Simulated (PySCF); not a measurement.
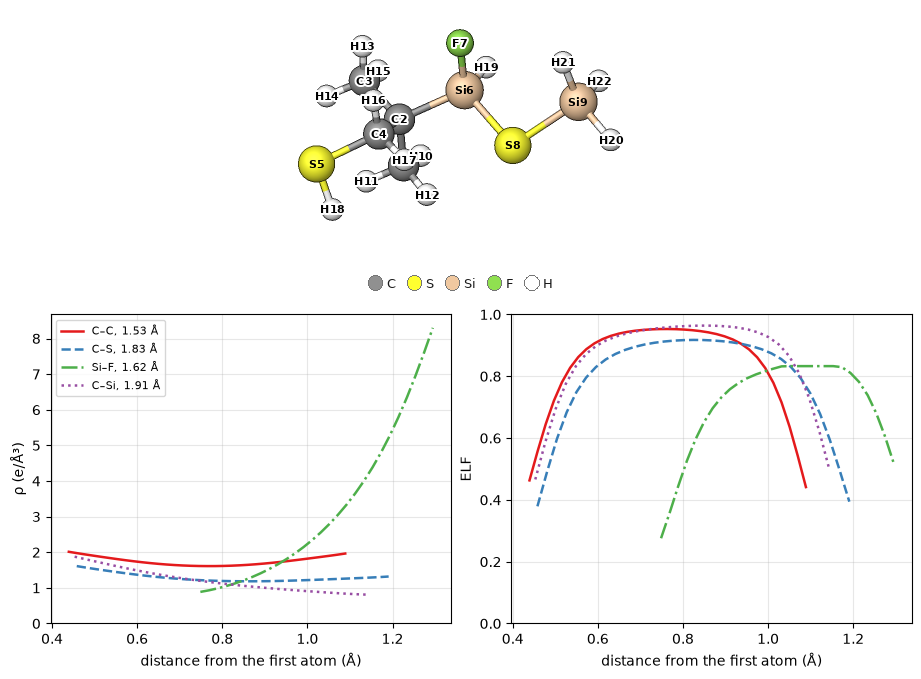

*C4H13FS2Si2. Electron density and electron localisation function along straight lines between neighbouring atoms. The curves leave out the atomic cores. The structure is drawn too.*

Geometry: GFN2-xTB.

The calculation used PBE0/pcSseg-1, SCF density, gas phase, non-relativistic in PySCF.

```xyz
22

C    -1.0907   -1.5973    0.1565
C    -0.9705   -0.1104   -0.1830
C    -2.1165    0.2931   -1.1102
C    -1.0152    0.7349    1.0917
S    -2.5381    0.5306    2.0895
Si    0.6944    0.2148   -1.0552
F     0.8430    1.8031   -1.3280
S     2.2688   -0.3955    0.2464
Si    4.0172    0.3883   -0.7403
H    -0.9901   -2.2012   -0.7425
H    -2.0639   -1.8090    0.5965
H    -0.3127   -1.8965    0.8563
H    -2.0266    1.3352   -1.4096
H    -3.0717    0.1657   -0.6024
H    -2.1190   -0.3231   -2.0062
H    -1.0000    1.7967    0.8440
H    -0.1728    0.5111    1.7460
H    -2.1948   -0.6224    2.6581
H     0.8132   -0.3556   -2.3837
H     5.0758   -0.0271    0.1618
H     3.8720    1.8308   -0.8503
H     4.0879   -0.2469   -2.0501
```

Compare the contacts.

Answer. C–C (1.53 Å): ρ at the midpoint is about 1.6 e/Å³; the ELF peaks at about 0.95 between the atoms (a shared electron pair).
C–S (1.83 Å): the density is about 1.2 e/Å³ at the midpoint; the ELF peaks at about 0.90 between the atoms, as expected for a covalent bond.
Si–F (1.62 Å): ρ is about 1.1 e/Å³ halfway; the ELF peaks at about 0.85 in the valence shell of F, 0.6 Å from its nucleus, and is about 0.55 at the midpoint.
C–Si (1.91 Å): ρ at the midpoint is about 0.95 e/Å³; the ELF peaks at about 0.95 between the atoms: localised, covalent bonding.
